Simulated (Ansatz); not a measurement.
# AlFH₄O₃ + H₂O: a complex and its separated parts, part 3 of 3

Ansatz 0.2.0, Gaussian basis. Earlier steps stand in the parts before.

## (18) RPA on PBE/def2-TZVPP

The inputs:

parta/in.yaml

```yaml
crystal:
  periodic: [false, false, false]
  atoms:
    - {symbol: Al, position_ang: [-0.416614, -0.631425, 0.886437]}
    - {symbol: O, position_ang: [1.132619, -0.587321, 0.151887]}
    - {symbol: O, position_ang: [-1.050272, 0.722506, -0.381160]}
    - {symbol: O, position_ang: [-1.305775, -2.072650, 0.748057]}
    - {symbol: F, position_ang: [-0.695856, 0.317775, 2.232123]}
    - {symbol: H, position_ang: [1.679277, -1.363505, 0.056028]}
    - {symbol: H, position_ang: [-1.263609, 1.543617, 0.078306]}
    - {symbol: H, position_ang: [-2.023779, -2.283481, 1.340705]}
    - {symbol: H, position_ang: [-0.261995, 0.876814, -0.923021]}
basis:
  gaussian: {orbitals: def2-TZVPP}
hamiltonian: {xc: pbe}
correlation: {method: rpa}
```

partb/in.yaml

```yaml
crystal:
  periodic: [false, false, false]
  atoms:
    - {symbol: H, position_ang: [1.676979, 1.888455, -1.498744]}
    - {symbol: H, position_ang: [1.429162, 0.454221, -1.049959]}
    - {symbol: O, position_ang: [1.099964, 1.134994, -1.640660]}
basis:
  gaussian: {orbitals: def2-TZVPP}
hamiltonian: {xc: pbe}
correlation: {method: rpa}
```

The same command starts each run, in its folder.

The run is started by

```
$ ansatz run in.yaml --threads 8 --pin off --events-out ev --progress --plain --max-ram 19148MiB
```

Output in parta, cut to the lines that bear on the results:

```text
Functional definition: PBE
  name "PBE"
  cite "Perdew, Burke & Ernzerhof, Phys. Rev. Lett. 77, 3865 (1996) doi:10.1103/PhysRevLett.77.3865"
  parent pbe
[...]
1382 factors; integrals over basis functions are off by at most 7.1e-4 eV
[...]
mean field -15517.86470010 eV, -570.2710093421 hartree, gradient 2.2e-6 eV, S^2 0.000000; 0 other end points of the search recorded, 0 dependent functions left out
9 core orbitals not correlated: weight in the atoms' cores, before any rotation towards them, 1.000 or more for the frozen orbitals, at most 0.000 for the correlated occupied ones
reference -15472.91892407 eV, -568.6192825385 hartree; 16, 16 occupied and 197, 197 virtual orbitals, 1382 factors
Total energy: -15517.05309366 eV, -570.2411833557 hartree
```

Log of partb, cut to the lines that bear on the results:

```text
[... 4 set-up lines as earlier in the session ...]
[...]
361 factors; integrals over basis functions are off by at most 7.6e-4 eV
[...]
mean field -2078.40754252 eV, -76.3800683924 hartree, gradient 2.2e-6 eV, S^2 0.000000; 0 other end points of the search recorded, 0 dependent functions left out
1 core orbitals not correlated: weight in the atoms' cores, before any rotation towards them, 1.000 or more for the frozen orbitals, at most 0.000 for the correlated occupied ones
reference -2069.53699497 eV, -76.0540817825 hartree; 4, 4 occupied and 54, 54 virtual orbitals, 361 factors
Total energy: -2080.48259706 eV, -76.4563252401 hartree
```

They took 2 s (parta), 0.2 s (partb) on 8 threads of Arm Neoverse V2, shared host.

## (19) CCSD(T)/def2-TZVPP

Each input of step 18 (parta, partb) changes in the same lines:

```diff
-hamiltonian: {xc: pbe}
-correlation: {method: rpa}
+correlation: {method: ccsd_t}
```

One command serves all of them, each in its own folder.

The run is started by

```
$ ansatz run in.yaml --threads 8 --pin off --events-out ev --progress --plain --max-ram 19148MiB
```

parta printed, cut to the lines that bear on the results:

```text
Functional definition: HF
  name "HF"
  cite "Fock, Z. Phys. 61, 126 (1930) doi:10.1007/BF01340294"
[... 1 set-up line as earlier in the session ...]
[...]
1382 factors; integrals over basis functions are off by at most 7.1e-4 eV
[...]
mean field -15474.48393261 eV, -568.6767955413 hartree, gradient 2.8e-6 eV, S^2 0.000000; 0 other end points of the search recorded, 0 dependent functions left out
9 core orbitals not correlated: weight in the atoms' cores, before any rotation towards them, 1.000 or more for the frozen orbitals, at most 0.000 for the correlated occupied ones
reference -15474.48393261 eV, -568.6767955413 hartree; 16, 16 occupied and 197, 197 virtual orbitals, 1382 factors
second order -29.21612868 eV of doubles, -0.00000000 eV of singles
cycle   1  -28.83090235 eV  change    3.9e-1 eV  update   1.0e-1
[...]
cycle   9  -29.48360283 eV  change    6.8e-6 eV  update   1.5e-5
perturbative correction -0.91715901 eV, -0.0337049720 hartree
Total energy: -15504.88469445 eV, -569.7940029326 hartree
```

Output in partb, cut to the lines that bear on the results:

```text
[... 4 set-up lines as earlier in the session ...]
[...]
361 factors; integrals over basis functions are off by at most 7.6e-4 eV
[...]
mean field -2069.76243677 eV, -76.0623666159 hartree, gradient 3.6e-6 eV, S^2 0.000000; 0 other end points of the search recorded, 0 dependent functions left out
1 core orbitals not correlated: weight in the atoms' cores, before any rotation towards them, 1.000 or more for the frozen orbitals, at most 0.000 for the correlated occupied ones
reference -2069.76243677 eV, -76.0623666159 hartree; 4, 4 occupied and 54, 54 virtual orbitals, 361 factors
second order -7.10554152 eV of doubles, -0.00000000 eV of singles
cycle   1  -7.11161003 eV  change   -6.1e-3 eV  update   4.1e-2
[...]
cycle   8  -7.26606131 eV  change    3.4e-6 eV  update   7.2e-6
perturbative correction -0.20740032 eV, -0.0076218211 hartree
Total energy: -2077.23589840 eV, -76.3370112651 hartree
```

Times: 45 s (parta), 0.2 s (partb) on 8 threads of Arm Neoverse V2, shared host; peak memory 3.8 GiB.

## (20) Vibrations of AlFH₄O₃

Input file vib-parta/in.yaml:

```yaml
crystal:
  periodic: [false, false, false]
  atoms:
    - {symbol: Al, position_ang: [-0.416614, -0.631425, 0.886437]}
    - {symbol: O, position_ang: [1.132619, -0.587321, 0.151887]}
    - {symbol: O, position_ang: [-1.050272, 0.722506, -0.381160]}
    - {symbol: O, position_ang: [-1.305775, -2.072650, 0.748057]}
    - {symbol: F, position_ang: [-0.695856, 0.317775, 2.232123]}
    - {symbol: H, position_ang: [1.679277, -1.363505, 0.056028]}
    - {symbol: H, position_ang: [-1.263609, 1.543617, 0.078306]}
    - {symbol: H, position_ang: [-2.023779, -2.283481, 1.340705]}
    - {symbol: H, position_ang: [-0.261995, 0.876814, -0.923021]}
basis:
  gaussian: {orbitals: def2-TZVP}
hamiltonian: {xc: pbe0, dispersion: d4}
phonons: {temperatures: {t_min: 298.15, t_max: 900, t_step: 200}}
```

The run is started by

```
$ ansatz run in.yaml --threads 8 --pin off --events-out ev --progress --plain --max-ram 19148MiB
```

What it wrote, cut to the lines that bear on the results:

```text
[... 5 set-up lines as earlier in the session ...]
[...]
1064 factors; their error is unknown
[...]
mean field -15518.34507385 eV, -570.2886627519 hartree, gradient 5.0e-5 eV, S^2 0.000000; 0 other end points of the search recorded, 0 dependent functions left out
[...]
Atom 7 at    -2.023779    -2.283481     1.340705 Å, force     0.000171     0.000092     0.000323 eV/Å
Atom 8 at    -0.261995     0.876814    -0.923021 Å, force    -0.001121    -0.000392     0.001014 eV/Å
Dipole moment:    -0.118786     0.429775    -0.413736 e Å
Vibrations: 139.45 148.32 201.65 228.44 238.96 285.66 290.97 309.29 442.06 580.87 639.71 661.57 689.68 707.41 880.24 904.90 1614.75 3758.68 3868.63 3974.42 3980.10 cm⁻¹, zero-point energy 1.521643 eV
```

Wall time 43 s (8 threads of Arm Neoverse V2, shared host).

The modes, with what each moves most:

```csv
mode,wavenumber (cm⁻¹),character
1,139,bend
2,148,bend
3,202,torsion with bend
4,228,torsion
5,239,bend with torsion
6,286,torsion
7,291,torsion
8,309,torsion
9,442,Al–O stretch
10,581,bend with torsion
11,640,bend
12,662,bend with Al–O stretch
13,690,bend
14,707,bend with Al–O stretch
15,880,Al–F and Al–O stretch
16,905,Al–O stretch
17,1615,bend
18,3759,O–H stretch
19,3869,O–H stretch
20,3974,O–H stretch
21,3980,O–H stretch
```

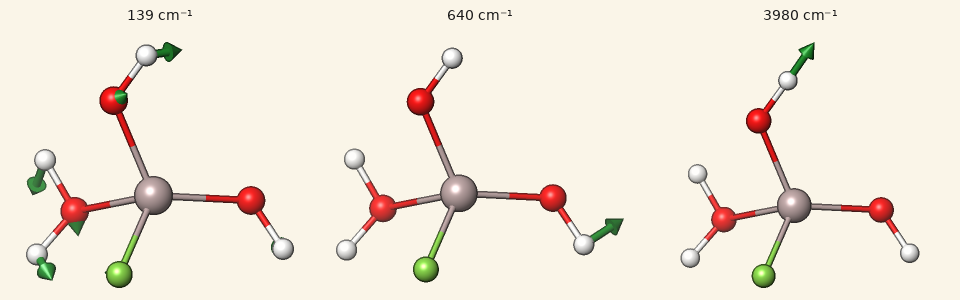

How the atoms move in 3 of the modes.

Vibrational sums (real modes only):

```csv
T (K),entropy (J/mol/K),heat capacity (J/mol/K)
298,77.9,89.2
498,130.4,113.9
698,170.9,125.6
898,203.5,133.1
```

## (21) Vibrations of H₂O

Input file vib-partb/in.yaml:

```yaml
crystal:
  periodic: [false, false, false]
  atoms:
    - {symbol: H, position_ang: [1.676979, 1.888455, -1.498744]}
    - {symbol: H, position_ang: [1.429162, 0.454221, -1.049959]}
    - {symbol: O, position_ang: [1.099964, 1.134994, -1.640660]}
basis:
  gaussian: {orbitals: def2-TZVP}
hamiltonian: {xc: pbe0, dispersion: d4}
phonons: {temperatures: {t_min: 298.15, t_max: 900, t_step: 200}}
```

The run is started by

```
$ ansatz run in.yaml --threads 8 --pin off --events-out ev --progress --plain --max-ram 19148MiB
```

What it wrote, cut to the lines that bear on the results:

```text
[... 5 set-up lines as earlier in the session ...]
[...]
239 factors; their error is unknown
[...]
mean field -2078.33307683 eV, -76.3773318288 hartree, gradient 1.2e-5 eV, S^2 0.000000; 0 other end points of the search recorded, 0 dependent functions left out
[...]
Total energy: -2078.33734662 eV, -76.3774887408 hartree
Atom 0 at     1.676979     1.888455    -1.498744 Å, force     0.000012     0.000061    -0.000017 eV/Å
Atom 1 at     1.429162     0.454221    -1.049959 Å, force     0.000368    -0.000838     0.000695 eV/Å
Atom 2 at     1.099964     1.134994    -1.640660 Å, force    -0.000380     0.000777    -0.000678 eV/Å
Dipole moment:     0.334148     0.026799     0.270140 e Å
Vibrations: 1622.83 3851.75 3959.48 cm⁻¹, zero-point energy 0.584838 eV
```

It took 0.7 s on 8 threads of Arm Neoverse V2, shared host.

The modes, with what each moves most:

```
mode  wavenumber (cm⁻¹)    character
   1               1623         bend
   2               3852  O–H stretch
   3               3959  O–H stretch
```

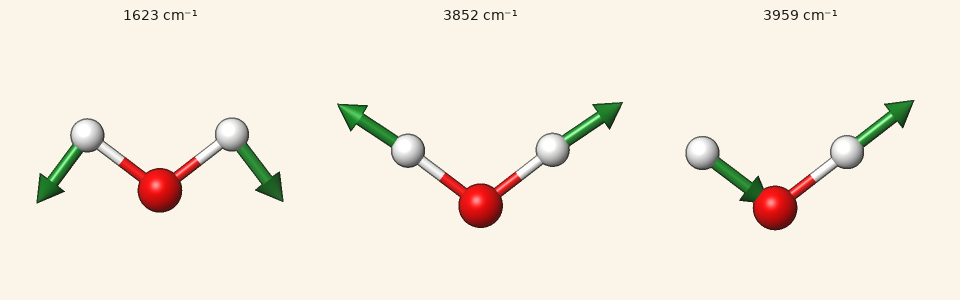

Displacements of 3 modes, as arrows.

Vibrational sums (real modes only):

```
T (K)  entropy (J/mol/K)  heat capacity (J/mol/K)
  298                0.0                      0.2
  498                0.4                      1.7
  698                1.4                      3.9
  898                2.6                      6.1
```

## (22) Complex less separated parts

The complex's own energies come from single points at the same levels.

Rows are in def2-TZVPP; times add the 3 runs of a level on a shared host, so small differences are noise.

Differences are taken before rounding.

```csv
method,rung,complex less parts (kcal/mol),from CCSD(T) (kcal/mol),time
SPW92,LDA,-29.4,-11.5,1.5 s
PBE-D4,GGA,-21.0,-3.2,2 s
BLYP-D4,GGA,-19.8,-1.9,2.1 s
r2SCAN-D4,meta-GGA,-20.2,-2.4,4.2 s
B97M-V,meta-GGA,-17.9,0.0,7.9 s
PBE0-D4,hybrid,-19.9,-2.1,3.1 s
B3LYP-D4,hybrid,-19.5,-1.6,2.9 s
r2SCAN0-D4,hybrid,-19.6,-1.8,4.7 s
BHLYP-D4,hybrid,-18.7,-0.8,2.9 s
CAM-B3LYP-D4,range-separated hybrid,-20.5,-2.6,3.2 s
wB97X-V,range-separated hybrid,-18.6,-0.7,6.9 s
wB97M-V,range-separated hybrid,-18.5,-0.7,7.8 s
B2PLYP,double hybrid,-17.9,0.0,5.4 s
PBE-QIDH,double hybrid,-18.6,-0.8,5.6 s
RPA on PBE,RPA,-16.7,+1.2,6.3 s
Hartree-Fock,wavefunction,-10.8,+7.1,
MP2,wavefunction,-18.4,-0.5,
CCSD,wavefunction,-16.6,+1.2,
CCSD(T),wavefunction,-17.9,0,4.2 min
```

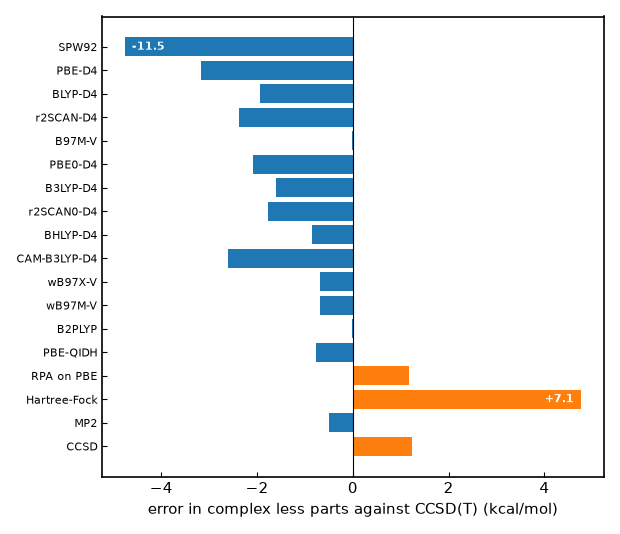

Deviations from CCSD(T), method by method. Bars with a number in them are cut short.

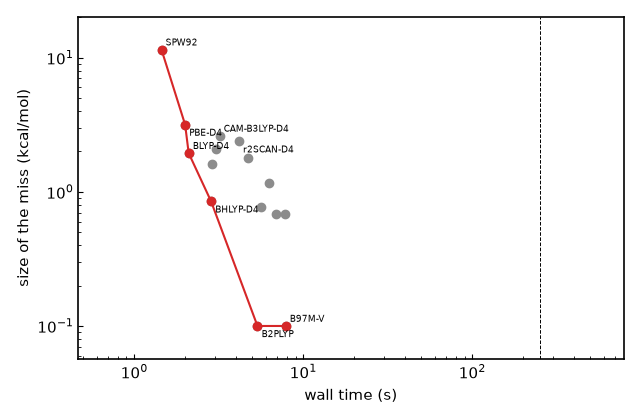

Miss against cost. Red marks the levels that no quicker level drawn beats (of those quicker than the yardstick), and the dashed line is the time of CCSD(T). Only those levels and the largest misses are named. Misses under 0.1 kcal/mol are drawn at that value. Times are from a shared host.

For cost: B97M-V gets within 0.0 kcal/mol in 7.9 s, where CCSD(T) took 4.2 min; the quickest level in the cost chart, SPW92, takes 1.5 s and misses by 11.5 kcal/mol.

The complex's zero-point energy, from a separate PBE0-D4 run, is 2.224 eV.

## (23) What came out

The summary covers parts 1 to 3.

| quantity | value |
| --- | --- |
| complex less parts, CCSD(T)/def2-TZVPP | -17.9 kcal/mol |
| with zero-point energy | -15.2 kcal/mol |
| largest T1 diagnostic | 0.011 |

What this shows: At CCSD(T) the complex lies 17.9 kcal/mol below its parts. B97M-V is the best functional here (0.0 kcal/mol from CCSD(T)); SPW92 is the worst (-11.5 kcal/mol). B2PLYP is as near within the digits shown. Mean unsigned error by rung: LDA 11.5, GGA 2.6, meta-GGA 1.2, hybrid 1.6, range-separated hybrid 1.3, double hybrid 0.4 kcal/mol. The double hybrids carry no dispersion term here, unlike the levels marked D4 or V. PBE-D4 gives a relative energy 3.2 kcal/mol too low, outside chemical accuracy (1 kcal/mol). No counterpoise was applied, and triple zeta lacks some correlation, so the CCSD(T) reference has a basis error of its own, and close matches with it are partly luck.
